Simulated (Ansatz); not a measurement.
## A failed many-body run on LaGaO3 (R-3c)

Aim: the G0W0 gap of LaGaO3 (R-3c). The first input has a fault.

Main program and level: Ansatz 0.2.0; G0W0 on LDA, plane waves, PAW.

**1. Starting point**

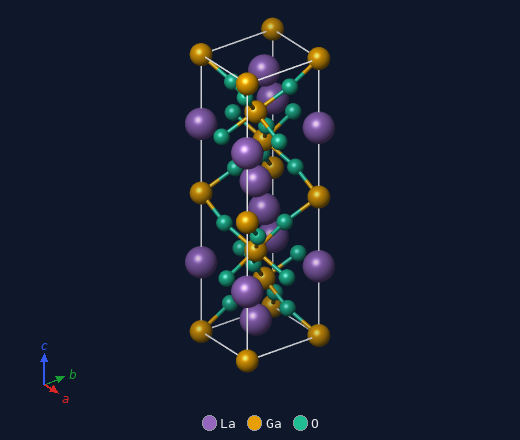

The starting structure, seen slightly off an axis (lanthanum purple, gallium orange, oxygen teal). This picture shows the conventional cell, with its axes. Bonds to atoms that aren't drawn are left out. Some periodic images of atoms are drawn too.

The cell and positions come from the Crystallography Open Database and are kept as given unless a step says otherwise. Spin-orbit coupling is left out unless a step names it. The default PAW set here is soft_2. Its files were made with PBE.

**2. First try**

The input, input.yaml:

```yaml
crystal:
  lattice:
    - [2.77145, 1.6000974035, 4.4776]
    - [-2.77145, 1.6000974035, 4.4776]
    - [0.0, -3.2001948071, 4.4776]
  atoms:
    - { symbol: La, position: [0.25, 0.25, 0.25] }
    - { symbol: La, position: [0.75, 0.75, 0.75] }
    - { symbol: Ga, position: [0.0, 0.0, 0.0] }
    - { symbol: Ga, position: [0.5, 0.5, 0.5] }
    - { symbol: O, position: [0.8048, 0.6952, 0.25] }
    - { symbol: O, position: [0.25, 0.8048, 0.6952] }
    - { symbol: O, position: [0.6952, 0.25, 0.8048] }
    - { symbol: O, position: [0.1952, 0.3048, 0.75] }
    - { symbol: O, position: [0.75, 0.1952, 0.3048] }
    - { symbol: O, position: [0.3048, 0.75, 0.1952] }
kpoints:
  mp_grid: { grid: [2, 2, 2] }
hamiltonian:
  xc: lda
scf:
  occupations: { method: fixed }
gw:
  n_empty_bands: 125
  ecut_chi: 60
  qp_bands: [v3, c3]
  qp_kpoints: band_edges
  screening: { model: ppm }
```

Command:

```
> ansatz run input.yaml --threads 3 --pin off --max-ram 92160MiB --backend cpu --events-out ev --progress --plain --runs-dir out
```

Numbers of over 12 decimals in the logs are rounded to 6 here.

Log:

```text
Error: YAML parse error: error: line 28 column 23: unknown variant `ppm`, expected one of godby_needs, contour_deformation
  --> <input>:28:23
   |
26 |   qp_bands: [v3, c3]
27 |   qp_kpoints: band_edges
28 |   screening: { model: ppm }
   |                       ^ unknown variant `ppm`, expected one of godby_needs, contour_deformation
```

Wall time 0.07 s (3 threads of AMD EPYC 7R13 (Zen 3), shared host); peak memory 0.027 GiB.

**Diagnosis.**

The input was rejected at the start.

The program's message: “Error: YAML parse error: error: line 28 column 23: unknown variant `ppm`, expected one of godby_needs, contour_deformation”

The fault: unknown screening model. The program knows two models, a plasmon pole and contour deformation.

**3. A better input**

Now the one-shot GW correction: screening in the RPA, then the self-energy of the levels asked for.

Changes to input.yaml since step 2:

```diff
@@ -23,6 +23,6 @@
 gw:
-  n_empty_bands: 125
-  ecut_chi: 60
+  n_empty_bands: 303
+  ecut_chi: 108
   qp_bands: [v3, c3]
   qp_kpoints: band_edges
-  screening: { model: ppm }
+  screening: { model: contour_deformation }
```

Command:

```
> ansatz run input.yaml --threads 3 --pin off --max-ram 92160MiB --backend cuda --events-out ev --progress --plain --runs-dir out --devices 1 --max-vram 13GiB
```

Log:

```text
GPUs: using 1 of 1 available (devices: 1).
[...]
concurrent solve slots: 2 of 3 are kept, ahead of what memory takes: no pass of the eigensolver takes more rounds on 2
device memory: the entry about to start is reckoned to put 1.9 GiB on a device that reports 20.6 GiB free (of which the cap on the GPU budget leaves the run 13.0 GiB)
GPU FFT provider: cuFFT
GPU libraries: cuBLAS 13.8.2, cuFFT 12.4.0, cuSOLVER 12.3.4
Crystal: 10 atoms, lattice volume = 119.138 Å³
Basis set: ecut = 420 eV, 2319 PW (Γ)
Bands: 52, of which v1, the nominal top of the filled ones, is band 42 counted from 1 (41 counted from 0)
Symmetry: 12 space group operations
[...]
k-points: 4 of 8
[...]
GPU buffer pool allocated for 64000 grid points (all kernels)
GPU transforms: local potential and band sums: pruned to the plane-wave sphere, on 40×40×40
[...]
1    44     15.1315   -18.8069    -9.5492   -32.0759  0.7274    19.4554    18.8512  root ?
     1    45     15.1776   -19.0226    -9.7212   -32.5064  0.7240    19.5637    18.9403  root ?
[...]
2    42     10.7714   -26.2330     4.7167   -21.1896  0.7560    10.4434    10.4447  root
     2    43     15.1217   -19.5129   -10.0351   -33.4433  0.7208    19.6849    19.0169  root ?
     2    44     15.1331   -19.5258   -10.0001   -33.4114  0.7210    19.6834    19.0187  root ?
     2    45     15.1486   -19.4624    -9.9792   -33.3121  0.7210    19.6792    19.0191  root ?
     3    40     10.2406   -26.1000     4.6847   -21.0493  0.7559     9.8729     9.8746  root
     3    41     10.2406   -26.1000     4.6847   -21.0493  0.7559     9.8729     9.8746  root
     3    42     10.2406   -26.1000     4.6847   -21.0493  0.7559     9.8729     9.8746  root
     3    43     15.2126   -19.5628    -9.9629   -33.3764  0.7201    19.7208    19.0633  root ?
     3    44     15.2126   -19.5628    -9.9629   -33.3764  0.7201    19.7208    19.0633  root ?
     3    45     15.2292   -19.0186    -9.6784   -32.4235  0.7232    19.5770    18.9555  root ?
[key lines of the parts left out:]
SCF converged after 7 iterations
Free energy (F): -22910.285930 eV
Fermi energy:    10.771450 eV
```

The job ended after 11 s (1 × NVIDIA H100 80GB HBM3 (shared by 6 runs) with 3 threads; peak memory 1.2 GiB).

Reading the cycles: dr2 is the Hartree energy of the density residual (eV), the measure of convergence; HF is the Harris–Foulkes estimate of the energy, which meets the free energy F at convergence.

This step gave:

* bands summed: 345
* RPA ε∞ on this mesh (eigenvalues): 5.654, 5.735, 5.735
* plane waves in the screening matrix: 313
* q-points in the mesh: 8
* G0W0 gap on the mesh: 5.127 eV
* k of the valence top: 0, -0.5, -0.5
* k of the conduction bottom: 0, 0, 0
* starting gap on the mesh: 3.475 eV
* Z at the valence top: 0.7560
* Z at the conduction bottom: 0.8112
* least direct G0W0 gap on the computed points: 5.246 eV

The gap on the mesh goes from 3.47 eV to 5.13 eV, a correction of +1.65 eV. Between the two edge states, bare exchange in place of the xc potential would open the gap by 10.48 eV, and correlation takes back 8.82 eV.

**4. Summary of results**

* first try: refused after 0.07 s
* better run: G0W0 gap on the mesh 5.13 eV (2×2×2 mesh, 303 empty bands, screening to 108 eV)

In words: The second run differs in: empty bands, screening cutoff (eV) and frequency model. Bands and cutoff are finite, so the gap is not at the basis limit. The miss can reach some tenths of an eV and take either sign; the mesh is an error of its own. The 2×2×2 mesh is coarse for this cell (its supercell is 11 Å along the shortest edge). The RPA ε∞ on it, from the LDA start, is 5.65 and 5.74; such meshes misread the long-range screening, most where the gap is narrow. Empty 4f levels lie among the conduction bands. Their place in the start is unsure; it enters the screening, and the edge itself where they lie low. The many-body steps are scalar-relativistic: spin-orbit coupling is not in them.

[Paths, hosts, dates, memory and timing lines, banners, echoed tables and standing remarks are left out of the program output.]

[Logs are printed without paths, hosts, clocks, repeated set-up lines and the standing remarks that a program may print on its own settings, such as how far it seeks lower states.]

[Runs of the session that timed out or met a known fault of the program may be left out.]

[Cells called generated may have been cut or substituted from an entry of the Crystallography Open Database or the Materials Project.]

[Hosts, paths, dates, database ids (printed as entryN), source tags and the programs' standing remarks are cut or masked in the printed files.]
